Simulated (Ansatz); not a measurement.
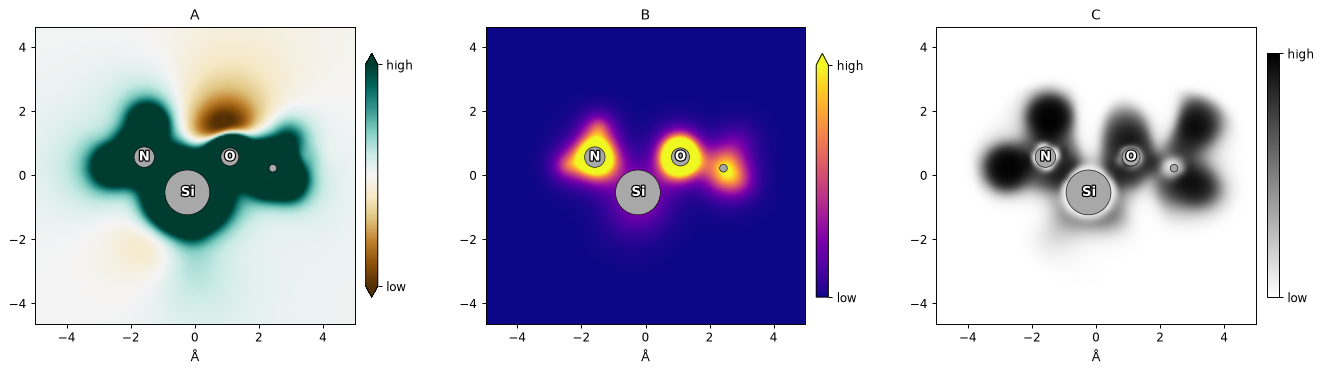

CH₈N₂OSi: 3 fields on the plane of atoms O2, Si1 and N11, with unlabelled colour scales. Grey discs cover the atomic cores.

Theory: RKS PBE0/6-31G (Ansatz).

Match the panels to the quantities (electron density, electron localisation function and electrostatic potential).

Answer. Panel A: electrostatic potential (strongly positive close to the atoms, with negative regions outside electron-rich atoms). Panel B: electron density. Panel C: electron localisation function. From the grid: Si–O (1.73 Å): ρ at the midpoint is about 0.83 e/Å³; the ELF peaks at about 0.85 between the atoms, as expected for a polar covalent bond. Si–N (1.74 Å): ρ is about 0.92 e/Å³ halfway; the ELF peaks at about 0.90 between the atoms: a polar covalent bond.
